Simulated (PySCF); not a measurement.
# C8H8O2: magnetic properties

Wanted: magnetic properties for C8H8O2 (`C/C=C/C=C/C#CC(=O)O`).

Programs: PySCF 2.14.0, with routines of our own; each step states its level. All values are computed. Atoms count from 0.

## 1. The starting structure

18 atoms, charge 0, multiplicity 1; geometry from: GFN2-xTB.

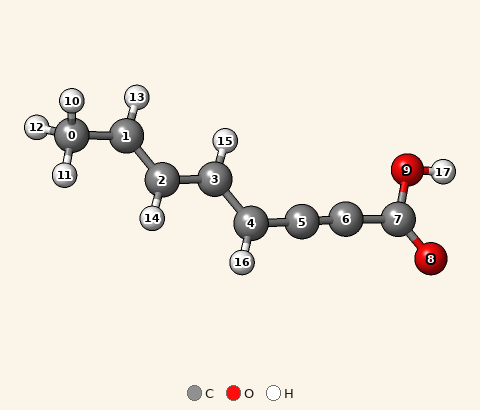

The starting geometry (carbon grey, oxygen red, hydrogen white).

## 2. Magnetic properties: GIAO B97-2/pcSseg-1

What the job is given:

```
{"job": {"kind": "mag", "xc": "B97-2", "basis": "pcSseg-1", "isotopologues": 0}, "charge": 0, "multiplicity": 1}
C     -4.110292     0.137637    -0.541853
C     -2.636292     0.152224    -0.728499
C     -1.743803    -0.017745     0.251957
C     -0.326158     0.000411     0.040487
C      0.578729    -0.172631     1.023374
C      1.955241    -0.149725     0.789090
C      3.143835    -0.125804     0.561906
C      4.559550    -0.112353     0.370560
O      5.375943    -0.267513     1.244273
O      4.892857     0.096553    -0.916594
H     -4.538595     1.085655    -0.868349
H     -4.376192    -0.030477     0.498823
H     -4.557009    -0.647403    -1.152484
H     -2.289927     0.314147    -1.741581
H     -2.084022    -0.180385     1.266796
H      0.021050     0.164843    -0.971369
H      0.268036    -0.339427     2.047268
H      5.858289     0.098311    -1.005457
```

With the program's defaults for keys left out, this is: GIAO B97-2/pcSseg-1 magnetisability, rotational g tensor and spin-rotation constants, non-relativistic, gas phase.

Command:

```console
$ OMP_NUM_THREADS=1 python excited_run.py task.json out
```

The driver reads the jobs from task.json and runs them one after another.

What it wrote:

```text
coarse grid: 15824 points
cycle   1  E = -459.5608072094  dE =  1.710e+00  |g| = 9.855e-01  |ddm| = 4.325e+00
cycle   2  E = -459.1650546686  dE =  3.958e-01  |g| = 1.739e+00  |ddm| = 2.804e+00
cycle   3  E = -459.7184105701  dE = -5.534e-01  |g| = 3.917e-01  |ddm| = 2.211e+00
cycle   4  E = -459.7483699124  dE = -2.996e-02  |g| = 9.102e-02  |ddm| = 3.803e-01
cycle   5  E = -459.7496033951  dE = -1.233e-03  |g| = 3.071e-02  |ddm| = 9.064e-02
cycle   6  E = -459.7498141352  dE = -2.107e-04  |g| = 7.822e-03  |ddm| = 3.886e-02
cycle   7  E = -459.7498224556  dE = -8.320e-06  |g| = 5.057e-03  |ddm| = 9.367e-03
cycle   8  E = -459.7498287473  dE = -6.292e-06  |g| = 1.233e-03  |ddm| = 4.218e-03
final grid: 155056 points
cycle   9  E = -459.8235796966  dE = -6.556e-05  |g| = 5.815e-03  |ddm| = 1.037e-01
cycle  10  E = -459.8235629827  dE =  1.671e-05  |g| = 1.026e-02  |ddm| = 1.574e-02
cycle  11  E = -459.8235854186  dE = -2.244e-05  |g| = 2.058e-03  |ddm| = 9.510e-03
cycle  12  E = -459.8235863707  dE = -9.521e-07  |g| = 4.397e-04  |ddm| = 1.673e-03
cycle  13  E = -459.8235864005  dE = -2.981e-08  |g| = 2.052e-04  |ddm| = 4.688e-04
cycle  14  E = -459.8235864083  dE = -7.767e-09  |g| = 8.729e-05  |ddm| = 2.287e-04
cycle  15  E = -459.8235864098  dE = -1.511e-09  |g| = 1.452e-05  |ddm| = 6.974e-05
cycle  16  E = -459.8235864098  dE = -4.206e-11  |g| = 3.815e-06  |ddm| = 1.641e-05
converged SCF energy = -459.8235864098

Magnetisability tensor (1e-30 J/T^2)
    -1264.02        0.94      -21.83
        0.94    -1477.19      -70.40
      -21.83      -70.40    -1060.38
isotropic -1267.20   principal values   -1488.79  -1266.16  -1046.65
isotropic susceptibility -76.312 1e-6 cm^3/mol

Inertial axes            a          b          c
rot. const./GHz      6.6042     0.3383     0.3225
chi total           -76.248    -63.032    -89.657
chi diamagnetic    -297.716  -3578.292  -3755.629
chi paramagnetic    221.468   3515.259   3665.972
quadrupole/D A        9.175     -1.075     -8.100
g nuclear            0.6037     0.5533     0.5549
g electronic        -0.6871    -0.5587    -0.5554
g total             -0.0835    -0.0054    -0.0005

Spin-rotation constants (kHz, H = +C I.J)
atom  isotope        aa         bb         cc
 10     1H       -0.502     -0.031     -0.007
 11     1H       -0.655      0.009     -0.038
 12     1H       -0.504     -0.031     -0.007
 13     1H       -0.605      0.032     -0.038
 14     1H       -0.536      0.032     -0.040
 15     1H       -0.507      0.033     -0.040
 16     1H       -0.625      0.028     -0.037
 17     1H        0.451     -0.031     -0.045
  0    13C*       0.914      0.054      0.049
  1    13C*       2.797      0.148      0.047
  2    13C*       2.474      0.143      0.054
  3    13C*       2.926      0.155      0.052
  4    13C*       2.364      0.117      0.045
  5    13C*       0.480      0.122      0.110
  6    13C*       0.929      0.095      0.109
  7    13C*       2.593      0.137      0.080
  8    17O*      -3.502     -0.204     -0.034
  9    17O*      -2.151     -0.049     -0.064
* in the singly substituted isotopologue
```

Run time: 33 s. Hardware: 1 thread of AMD EPYC 9R45, shared host; peak memory 0.93 GiB.

In short:

| quantity | value |
| --- | --- |
| magnetisability | -1267·10⁻³⁰ J/T² |
| molar susceptibility | -76.3·10⁻⁶ cm³/mol |
| rotational g (a, b, c) | -0.0835, -0.0054, -0.0005 |

The fields below are evaluated on a grid from the run's orbitals.

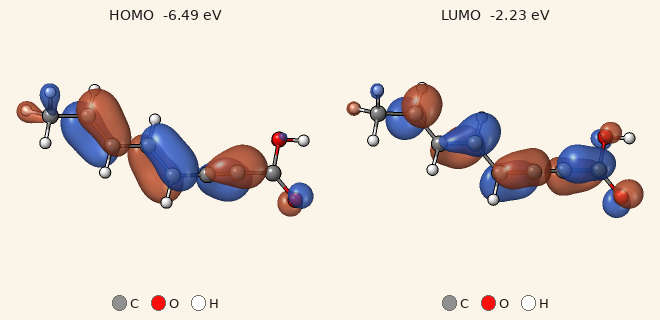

Frontier orbitals at B97-2/pcSseg-1; each surface holds 70 % of the orbital's density, blue and red mark the sign.

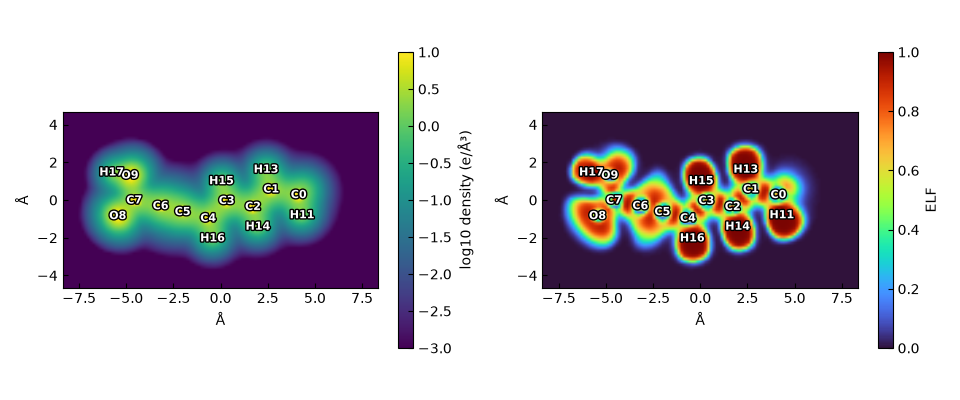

Density (left) and ELF (right) in a plane through or near 16 of the atoms.

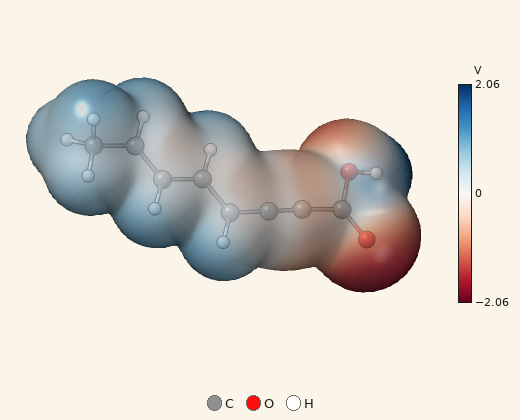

Electrostatic potential on the surface of density 0.002 e/bohr³; red is low, blue high. It runs, from the 1st to the 99th percentile, from -1.78 V near O8 to 2.06 V near H17.

## 3. Magnetic properties: GIAO KT1/3-21G

The job, as its differences from that of step 2:

```diff
@@ -1,2 +1,2 @@
-{"job": {"kind": "mag", "xc": "B97-2", "basis": "pcSseg-1", "isotopologues": 0}, "charge": 0, "multiplicity": 1}
+{"job": {"kind": "mag", "xc": "KT1", "basis": "3-21G"}, "charge": 0, "multiplicity": 1}
 C     -4.110292     0.137637    -0.541853
```

With the program's defaults for keys left out, this is: GIAO KT1/3-21G magnetisability, rotational g tensor and spin-rotation constants, non-relativistic, gas phase.

What it wrote:

```text
coarse grid: 15824 points
cycle   1  E = -463.0413105295  dE =  1.438e+00  |g| = 9.598e-01  |ddm| = 5.013e+00
cycle   2  E = -462.0949155383  dE =  9.464e-01  |g| = 2.239e+00  |ddm| = 6.233e+00
cycle   3  E = -463.0965489895  dE = -1.002e+00  |g| = 7.852e-01  |ddm| = 4.669e+00
cycle   4  E = -463.2297064445  dE = -1.332e-01  |g| = 1.302e-01  |ddm| = 8.567e-01
cycle   5  E = -463.2318508203  dE = -2.144e-03  |g| = 7.918e-02  |ddm| = 2.791e-01
cycle   6  E = -463.2328981886  dE = -1.047e-03  |g| = 4.454e-02  |ddm| = 1.250e-01
cycle   7  E = -463.2334790109  dE = -5.808e-04  |g| = 9.706e-03  |ddm| = 5.224e-02
cycle   8  E = -463.2334995561  dE = -2.055e-05  |g| = 2.893e-03  |ddm| = 1.333e-02
cycle   9  E = -463.2335013863  dE = -1.830e-06  |g| = 1.326e-03  |ddm| = 5.132e-03
final grid: 155056 points
cycle  10  E = -463.1779711018  dE = -1.698e-04  |g| = 1.325e-02  |ddm| = 8.414e-02
cycle  11  E = -463.1779086546  dE =  6.245e-05  |g| = 2.159e-02  |ddm| = 4.808e-02
cycle  12  E = -463.1779907426  dE = -8.209e-05  |g| = 7.039e-03  |ddm| = 3.960e-02
cycle  13  E = -463.1780019800  dE = -1.124e-05  |g| = 1.867e-03  |ddm| = 9.452e-03
cycle  14  E = -463.1780026728  dE = -6.928e-07  |g| = 3.687e-04  |ddm| = 1.999e-03
cycle  15  E = -463.1780026963  dE = -2.343e-08  |g| = 1.947e-04  |ddm| = 6.622e-04
cycle  16  E = -463.1780027084  dE = -1.214e-08  |g| = 3.956e-05  |ddm| = 3.073e-04
cycle  17  E = -463.1780027088  dE = -3.693e-10  |g| = 1.680e-05  |ddm| = 5.957e-05
converged SCF energy = -463.1780027088

Magnetisability tensor (1e-30 J/T^2)
    -1310.64       -1.97       -4.29
       -1.97    -1525.39      -62.89
       -4.29      -62.89    -1154.23
isotropic -1330.09   principal values   -1535.79  -1310.70  -1143.77
isotropic susceptibility -80.100 1e-6 cm^3/mol

Inertial axes            a          b          c
rot. const./GHz      6.6042     0.3383     0.3225
chi total           -78.891    -68.921    -92.487
chi diamagnetic    -297.608  -3575.175  -3751.690
chi paramagnetic    218.717   3506.254   3659.203
quadrupole/D A       13.046     -2.312    -10.734
g nuclear            0.6037     0.5533     0.5549
g electronic        -0.6786    -0.5573    -0.5544
g total             -0.0749    -0.0040     0.0005

Spin-rotation constants (kHz, H = +C I.J)
atom  isotope        aa         bb         cc
 10     1H       -0.571     -0.033     -0.009
 11     1H       -0.720      0.007     -0.042
 12     1H       -0.573     -0.033     -0.009
 13     1H       -0.632      0.027     -0.042
 14     1H       -0.572      0.026     -0.043
 15     1H       -0.535      0.027     -0.043
 16     1H       -0.650      0.023     -0.041
 17     1H        0.419     -0.035     -0.055
  0    13C*       0.670      0.040      0.036
  1    13C*       2.141      0.114      0.035
  2    13C*       1.918      0.111      0.041
  3    13C*       2.238      0.118      0.039
  4    13C*       1.823      0.091      0.034
  5    13C*       0.419      0.092      0.083
  6    13C*       0.813      0.073      0.082
  7    13C*       2.059      0.103      0.062
  8    17O*      -3.083     -0.170     -0.029
  9    17O*      -1.900     -0.043     -0.053
* in the singly substituted isotopologue
```

Wall time 13 s (1 thread of AMD EPYC 9R45, shared host); peak memory 0.54 GiB.

Key values:

| quantity | value |
| --- | --- |
| magnetisability | -1330·10⁻³⁰ J/T² |
| molar susceptibility | -80.1·10⁻⁶ cm³/mol |
| rotational g (a, b, c) | -0.0749, -0.0040, 0.0005 |

## 4. Magnetic properties side by side

| level | ξ (10⁻³⁰ J/T²) | g(a) | g(b) | gap (eV) | functions | time |
| --- | --- | --- | --- | --- | --- | --- |
| GIAO B97-2/pcSseg-1 | -1267 | -0.0835 | -0.0054 | 4.26 | 210 | 33 s |
| GIAO KT1/3-21G | -1330 | -0.0749 | -0.0040 | 2.99 | 106 | 13 s |

## 5. Results

| quantity | value |
| --- | --- |
| magnetisability (step 2, GIAO B97-2/pcSseg-1) | -1267·10⁻³⁰ J/T² |
| molar susceptibility (step 2, GIAO B97-2/pcSseg-1) | -76.3·10⁻⁶ cm³/mol |
| rotational g (a, b, c) (step 2, GIAO B97-2/pcSseg-1) | -0.0835, -0.0054, -0.0005 |
| surface potential, 1st and 99th percentile | -1.78 V and 2.06 V |
| magnetisability over the levels | -1330 to -1267·10⁻³⁰ J/T² |

**Reading.** At B97-2/pcSseg-1, counted by nearest atom on the grid, the HOMO lies on C1, C4, C6 about 18 % each; C2, C3 about 11 % each, the LUMO on C1, C3 about 17 % each; C4, C5, C6 about 11 % each. The magnetisability spreads by 4.8 % over 2 levels, from GIAO KT1/3-21G (13 s) to GIAO B97-2/pcSseg-1 (33 s); the runs took 13 s to 33 s. Two levels can agree by chance, so this spread shows no convergence. Vibrational averaging and real surroundings are missing from these values.
